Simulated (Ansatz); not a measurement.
## Electronic structure of AsHPSi (charge −1) in real space

```csv
atom,x (Å),y (Å),z (Å)
As,-2.3807,-1.4028,-2.1287
P,-0.6396,0.2416,-2.0080
Si,-1.0711,-1.3526,-0.3145
H,0.4331,-0.4519,-2.6906
```

Geometry: B3LYP-D3(BJ)/def2-SVPD.

Computed with isolated molecule in a Gaussian basis; Kohn-Sham density functional theory, functional PBE0 (Ansatz 0.2.0).

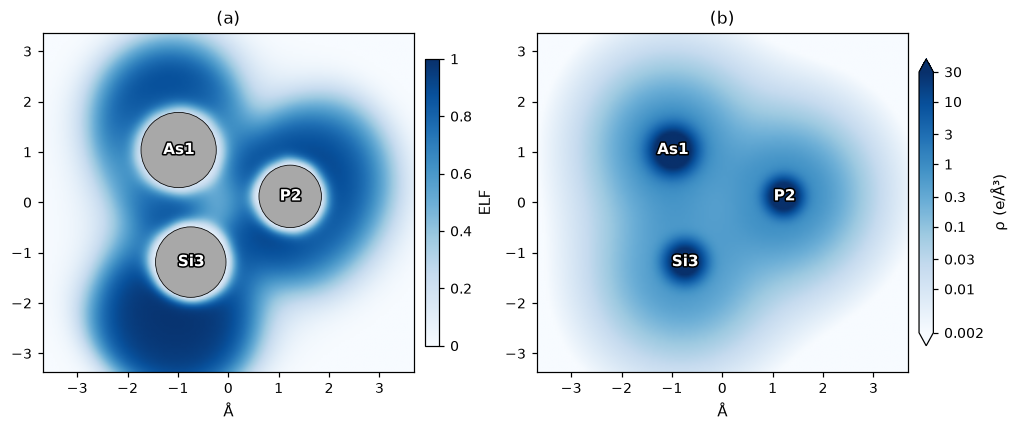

Figure 1. (a) electron localisation function; (b) total electron density on the plane of atoms As1, P2 and Si3. Grey discs cover the atomic cores in the ELF map.

Q: Describe what can be read from this map.

A: The plane passes through As, P and Si nuclei.
Si–As (2.24 Å): the density is about 0.67 e/Å³ at the midpoint; the ELF peaks at about 0.75 between the atoms, as expected for a covalent bond.
Si–P (2.37 Å): ρ is about 0.55 e/Å³ halfway; the ELF peaks at about 0.85 between the atoms (a covalent bond).
As–P (2.40 Å): ρ at the midpoint is about 0.56 e/Å³; the ELF peaks at about 0.80 between the atoms: a covalent bond.
The ELF also peaks beside Si3, P2 and As1, away from the bonds: lone-pair regions.

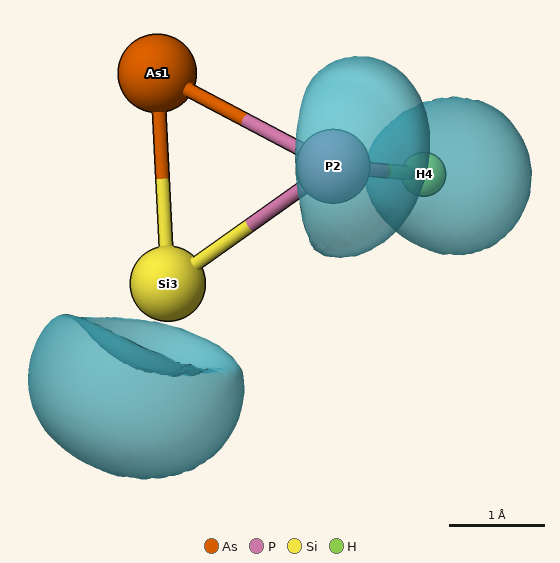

Figure 2. Isosurface of the electron localisation function at 0.9 (cyan), seen across its widest extent. Core shells and regions of very low density are left out.

Q: Identify the bonds, lone pairs and shells in this picture.

A: At this value the surface marks out one region around a hydrogen nucleus, one lobe on P, pointing away from the bonds (lone pairs) and one lobe on Si, pointing away from the bonds (lone pairs).

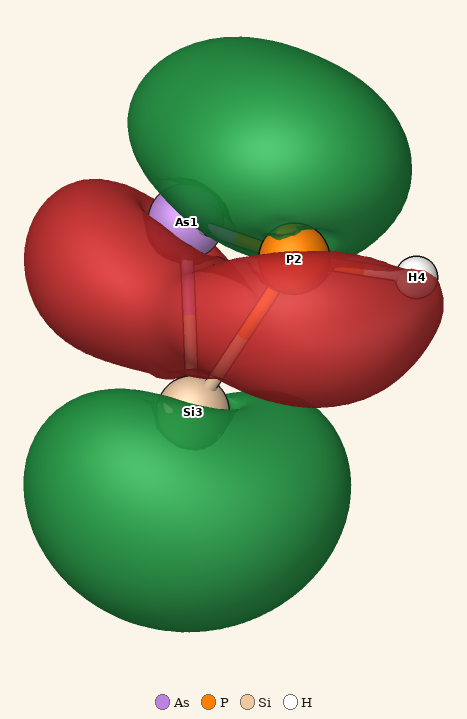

Figure 3. The HOMO−1 at ±0.06 Å⁻³ᐟ² (green and red are the two phases), seen at a tilt.

Q: Describe this orbital and give its energy.

A: Its weight (Hirshfeld) is mainly on Si3 (about 45 %), As1 (about 30 %) and P2 (about 25 %). Its energy is −1.43 eV.
